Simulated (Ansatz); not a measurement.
```xyz
13

Si   -1.9865    0.1344    1.0973
C    -0.2467    0.1232    0.3098
N    -0.1440   -0.6463   -0.9601
C     0.8473   -0.8870   -1.7832
Sb    2.8344    0.0259   -1.2074
H    -1.9324    0.9563    2.3525
H    -2.9805    0.7311    0.1384
H    -2.4133   -1.2705    1.4244
H     0.4858   -0.2903    1.0360
H     0.0793    1.1682    0.1182
H    -1.0444   -1.0730   -1.2465
H     2.7752   -0.3854    0.4946
H     2.2129    1.6134   -0.8065
```

Core potentials replace the inner electrons of Sb.

Computed with RKS PBE-D4/def2-SVP (Ansatz).

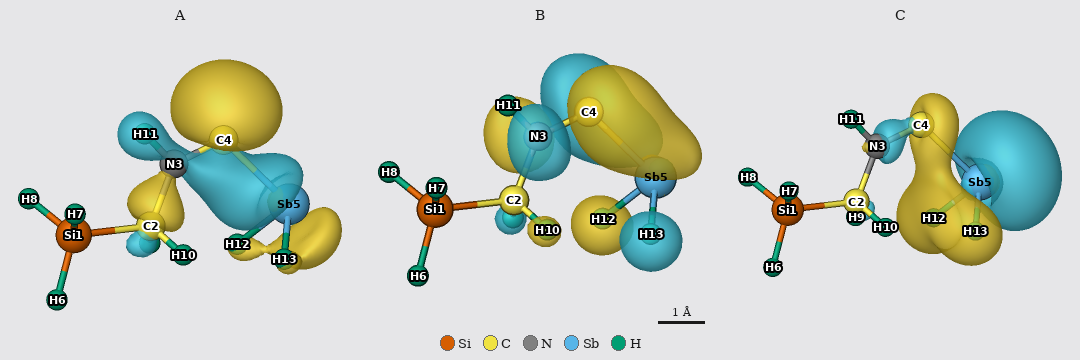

C$_{2}$H$_{8}$NSbSi. Three frontier orbitals at ±0.1 Å⁻³ᐟ² (yellow and cyan are the two phases), in no order.

Question: Order the three orbitals by energy and name them.

Answer: C is the HOMO−1 (−6.02 eV). By Hirshfeld shares it lies mainly on Sb5 (about 70 %), H12 (about 10 %), H13 (about 10 %) and C4 (about 5 %). A is the HOMO (−4.26 eV). By Hirshfeld shares it lies mainly on C4 (about 65 %), Sb5 (about 20 %) and N3 (about 10 %). B is the LUMO (−1.99 eV). By Hirshfeld shares it lies mainly on C4 (about 45 %), N3 (about 20 %) and Sb5 (about 20 %).

Question: What is the HOMO–LUMO gap?

Answer: 2.27 eV between the orbital energies.
